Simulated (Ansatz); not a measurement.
```xyz
8
charge 0, multiplicity 1
B    -1.0897    1.1049   -1.0044
Al    0.7400    0.5425   -0.1338
Sb    1.0705   -2.0125    0.5351
H    -1.3185    0.9706   -2.1749
H    -2.0109    1.5109   -0.3517
H     1.9772    1.5121    0.1223
H     1.3303   -1.4907    2.1434
H    -0.6068   -2.1950    0.8082
```

Describe the molecule in this file.

Formula AlBH₅Sb. Its SMILES string is `[BH2][AlH][SbH2]`. Among its groups: B–H bond. The point group is C1. Coordination: 1 B trigonal planar; 1 Al trigonal planar; 1 Sb trigonal pyramidal.

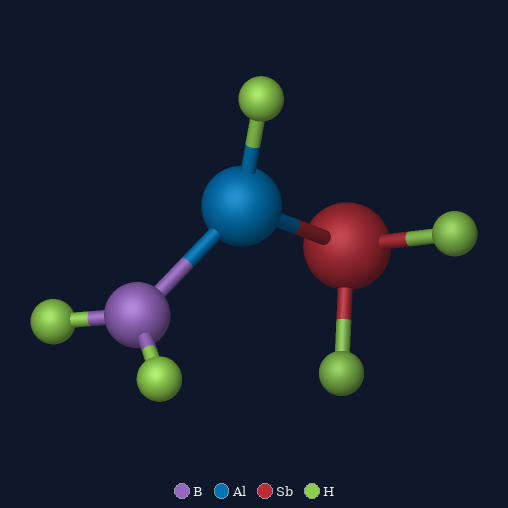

Simulated data, not a measurement (program: Ansatz).
